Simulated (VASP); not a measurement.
Data:

```
CELL_PARAMETERS angstrom
     -2.60548     2.60548     2.60548
      2.60548    -2.60548     2.60548
      2.60548     2.60548    -2.60548
ATOMIC_POSITIONS crystal
  K  0.00000 0.00000 0.00000
```

Method: PBEsol GGA, VASP's PBE PAW potentials (set 64) (plane waves; VASP 6.6.1). Run with 520 eV cut-off, 11×11×11 Γ-centred mesh, tetrahedra with Blöchl corrections, potentials K_sv.

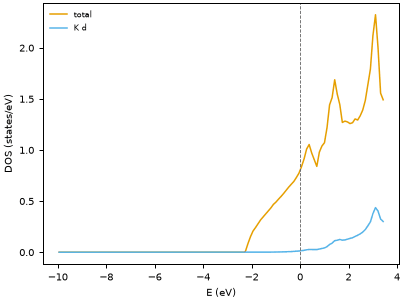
Figure. Total and projected density of states, zero at the Fermi level

Within 2 eV below the Fermi level the largest weight inside VASP's projection spheres is K s, then K p.

It has no gap at this level: it comes out as a metal or semimetal.

The compound is K in the bcc structure. It was relaxed first.
